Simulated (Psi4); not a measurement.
**GeCl2 (SMILES [Cl][Ge][Cl]): BHLYP/aug-cc-pVDZ**

What is the vertical electron affinity of GeCl2 at BHLYP/aug-cc-pVDZ? 

Program for the calculation: Psi4 1.11.

1 further run of the same task is left out (set aside as unsound or not needed).

## Step 1: The molecule

The species is GeCl2 (3 atoms), meant as a singlet with charge 0. As SMILES, `[Cl][Ge][Cl]`. The shape comes from GFN2-xTB, which is rough for such elements, and wasn't checked as a minimum.

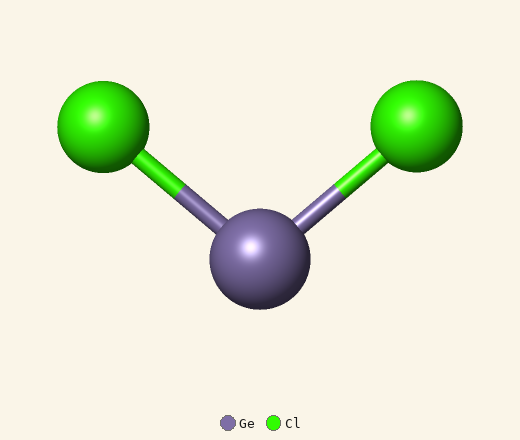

Viewed from a chosen angle; germanium purple, chlorine green.

## Step 2: A single-point energy at BHLYP/aug-cc-pVDZ

calc.inp

```
memory 1600 mb

molecule m {
  0 1
  Ge     0.004890    -0.007110    -0.931180
  Cl     1.647840    -0.018820     0.474730
  Cl    -1.652730     0.025930     0.456450
  symmetry c1
  no_reorient
  no_com
}

set globals {
  basis aug-cc-pVDZ
  reference rks
  puream true
  e_convergence 1e-09
  d_convergence 1e-08
  scf_type pk
  dft_radial_points 99
  dft_spherical_points 590
}

energy("bhhlyp")
```

Started as:

```sh
$ psi4 calc.inp calc.out -n 1
```

calc.out:

```text
[...]
  Running in c1 symmetry.
[...]
  Nuclear repulsion =  312.606017933749115
[...]
  Multiplicity = 1
[...]
  Nalpha       = 33
  Nbeta        = 33
[...]
    Number of basis functions: 90
[...]
   @RKS iter   1: -2996.94470711029180   -3.55018e+00   1.16815e-02 ADIIS/DIIS
[...]
   @RKS iter  11: -2997.45798203598315   -3.18323e-12   4.82242e-09 DIIS
[...]
    Orbital Energies [Eh]
    ---------------------
    Doubly Occupied:
       1A   -401.348712     2A   -102.808771     3A   -102.808713
       4A    -50.799340     5A    -45.156895     6A    -45.155709
       7A    -45.155127     8A     -9.887615     9A     -9.887551
      10A     -7.536107    11A     -7.536043    12A     -7.532991
      13A     -7.532927    14A     -7.531739    15A     -7.531675
      16A     -6.685564    17A     -4.782860    18A     -4.779478
      19A     -4.776372    20A     -1.468010    21A     -1.466361
      22A     -1.463792    23A     -1.463430    24A     -1.460019
      25A     -0.952687    26A     -0.924404    27A     -0.595195
      28A     -0.457950    29A     -0.425886    30A     -0.418487
      31A     -0.390334    32A     -0.376268    33A     -0.335528
[...]
  @RKS Final Energy: -2997.45798203598315
   => Energetics <=
    Nuclear Repulsion Energy =            312.6060179337491149
    One-Electron Energy =               -4788.0795765801958623
    Two-Electron Energy =                1547.3183397894472364
    DFT Exchange-Correlation Energy =     -69.3027631789837244
    Empirical Dispersion Energy =           0.0000000000000000
    VV10 Nonlocal Energy =                  0.0000000000000000
    Total Energy =                      -2997.4579820359831501
[...]
 Multipole Moments:
 ------------------------------------------------------------------------------------
     Multipole            Electronic (a.u.)      Nuclear  (a.u.)        Total (a.u.)
 ------------------------------------------------------------------------------------
 L = 1.  Multiply by 2.5417464519 to convert [e a0] to [Debye]
 Dipole X            :         -0.1351749            0.1386114            0.0034365
 Dipole Y            :          0.1953754           -0.2015393           -0.0061639
 Dipole Z            :         25.5864084          -26.3951276           -0.8087192
 Magnitude           :                                                    0.8087500
[...]
```

Wall time 25 s (1 thread of Intel Xeon 6975P-C (Granite Rapids), shared host); peak memory 0.92 GiB.

## Step 3: The doublet anion: energy and gradient at UBHLYP/aug-cc-pVDZ

input.json

```json
{
  "schema_name": "qcschema_input",
  "schema_version": 1,
  "molecule": {
    "schema_name": "qcschema_molecule",
    "schema_version": 2,
    "symbols": ["Ge", "Cl", "Cl"],
    "geometry": [0.00924076, -0.01343595, -1.75967517, 3.1139663, -0.03556465, 0.89710968, -3.12320706, 0.0490006, 0.86256549],
    "molecular_charge": -1,
    "molecular_multiplicity": 2,
    "fix_symmetry": "c1"
  },
  "driver": "gradient",
  "model": {
    "method": "bhhlyp",
    "basis": "aug-cc-pVDZ"
  },
  "keywords": {
    "reference": "uks",
    "puream": true,
    "e_convergence": 1e-09,
    "d_convergence": 1e-08,
    "scf_type": "pk",
    "dft_radial_points": 99,
    "dft_spherical_points": 590,
    "maxiter": 200
  }
}
```

Started as:

```sh
$ psi4 --qcschema input.json -n 1 --memory 1600MB
```

stdout:

```text
[...]
  Running in c1 symmetry.
[...]
  Nuclear repulsion =  312.606018086892789
[...]
  Multiplicity = 2
[...]
  Nalpha       = 34
  Nbeta        = 33
[...]
    Number of basis functions: 90
[...]
   @UKS iter   1: -2996.79202301747137   -3.39749e+00   1.26105e-02 DIIS/ADIIS
[...]
   @UKS iter  14: -2997.50122689130012   -3.18323e-12   3.70124e-09 DIIS
[...]
   @S^2 Observed:                7.562864761E-01
[...]
    Orbital Energies [Eh]
    ---------------------
    Alpha Occupied:
       1A   -401.083907     2A   -102.602929     3A   -102.602887
       4A    -50.536072     5A    -44.893408     6A    -44.892950
       7A    -44.892430     8A     -9.682670     9A     -9.682622
      10A     -7.330941    11A     -7.330893    12A     -7.328282
      13A     -7.328234    14A     -7.327455    15A     -7.327407
      16A     -6.423394    17A     -4.519900    18A     -4.517532
      19A     -4.516964    20A     -1.207247    21A     -1.204742
      22A     -1.202106    23A     -1.200139    24A     -1.199465
      25A     -0.750151    26A     -0.724584    27A     -0.386705
      28A     -0.255214    29A     -0.227614    30A     -0.226717
      31A     -0.200598    32A     -0.182392    33A     -0.127425
      34A     -0.002632
[...]
  @UKS Final Energy: -2997.50122689130012
   => Energetics <=
    Nuclear Repulsion Energy =            312.6060180868927887
    One-Electron Energy =               -4803.2119431582286779
    Two-Electron Energy =                1562.5409037383110444
    DFT Exchange-Correlation Energy =     -69.4362055582753186
    Empirical Dispersion Energy =           0.0000000000000000
    VV10 Nonlocal Energy =                  0.0000000000000000
    Total Energy =                      -2997.5012268913001208
[...]
 Multipole Moments:
 ------------------------------------------------------------------------------------
     Multipole            Electronic (a.u.)      Nuclear  (a.u.)        Total (a.u.)
 ------------------------------------------------------------------------------------
 L = 1.  Multiply by 2.5417464519 to convert [e a0] to [Debye]
 Dipole X            :         -0.0271634            0.0270492           -0.0001142
 Dipole Y            :         -5.2300667            5.0515769           -0.1784899
 Dipole Z            :          0.0000000            0.0000000            0.0000000
 Magnitude           :                                                    0.1784899
[...]
  -Total Gradient:
     Atom            X                  Y                   Z
    ------   -----------------  -----------------  -----------------
       1        0.000428284944     0.062321188031     0.000000000000
       2        0.035673137872    -0.031310891252     0.000000000000
       3       -0.036101358914    -0.030993439916    -0.000000000000
[...]
```

The result, in JSON:

```text
{
 "driver": "gradient",
 "model": {
  "method": "bhhlyp",
  "basis": "aug-cc-pVDZ"
 },
 "success": true,
 "return_result": [0.00042828494350323964, 0.06232118803125256, 2.6868027673135583e-14, 0.035673137872271304, -0.03131089125243188, 9.890238297579008e-14, -0.03610135891424128, -0.03099343991576665, -1.1784058514193788e-14],
 "properties": {
  "calcinfo_nbasis": 90,
  "calcinfo_nmo": 90,
  "calcinfo_nalpha": 34,
  "calcinfo_nbeta": 33,
  "calcinfo_natom": 3,
  "nuclear_repulsion_energy": 312.6060180868928,
  "return_energy": -2997.5012268913,
  "return_gradient": [0.00042828494350323964, 0.06232118803125256, 2.6868027673135583e-14, 0.035673137872271304, -0.03131089125243188, 9.890238297579008e-14, -0.03610135891424128, -0.03099343991576665, -1.1784058514193788e-14],
  "scf_one_electron_energy": -4803.211943158229,
  "scf_two_electron_energy": 1562.540903738311,
  "scf_xc_energy": -69.43620555827532,
  "scf_dipole_moment": [-0.0001142185910838478, -0.17848988186277737, 9.167411558926087e-16],
  "scf_total_energy": -2997.5012268913,
  "scf_total_gradient": [0.00042828494350323964, 0.06232118803125256, 2.6868027673135583e-14, 0.035673137872271304, -0.03131089125243188, 9.890238297579008e-14, -0.03610135891424128, -0.03099343991576665, -1.1784058514193788e-14],
  "scf_iterations": 14
 }
}
```

Run time: 88 s. Hardware: 1 thread of Intel Xeon 6975P-C (Granite Rapids), shared host; peak memory 0.93 GiB.

## Step 4: Results

Level: BHLYP/aug-cc-pVDZ.

| quantity | value |
| --- | --- |
| singlet GeCl2: total energy | -2997.45798 Eh |
| singlet GeCl2: dipole moment | 2.06 D |
| singlet GeCl2: HOMO energy | -9.13 eV |
| singlet GeCl2: LUMO energy | -2.29 eV |
| singlet GeCl2: HOMO–LUMO gap | 6.84 eV |
| doublet anion: total energy | -2997.50123 Eh |
| doublet anion: HOMO energy (highest over α and β) | -0.07 eV |
| doublet anion: LUMO energy (lowest over α and β) | 3.69 eV |
| doublet anion: ⟨S²⟩ | 0.756 |
| doublet anion: largest force on an atom | 3.205 eV/Å |
| vertical electron affinity (to the doublet anion) | 1.177 eV |

**Reading.** At fixed nuclei the extra electron is bound by 1.18 eV (27 kcal/mol).
